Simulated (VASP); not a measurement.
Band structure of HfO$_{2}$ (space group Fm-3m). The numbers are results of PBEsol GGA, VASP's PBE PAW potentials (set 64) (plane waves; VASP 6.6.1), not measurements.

Unless said otherwise, spin-orbit coupling is left out, though it shifts the bands of the heavy elements here.

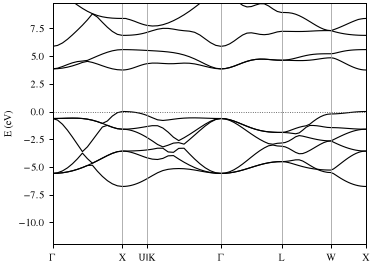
Figure. Bands along high-symmetry lines, zero at the valence-band maximum or, without a gap, the Fermi level

### Question
Read the plot: is there a gap, and where are the band edges?

### Answer
The gap is direct, 3.75 eV, from the valence maximum at X to the conduction minimum at X. (Edges off the drawn lines would not show.)

The structure comes from a measured HfO2 entry (Fm-3m) of the Crystallography Open Database, whose conditions weren't checked. It was relaxed first, which changed the volume by -5 %.
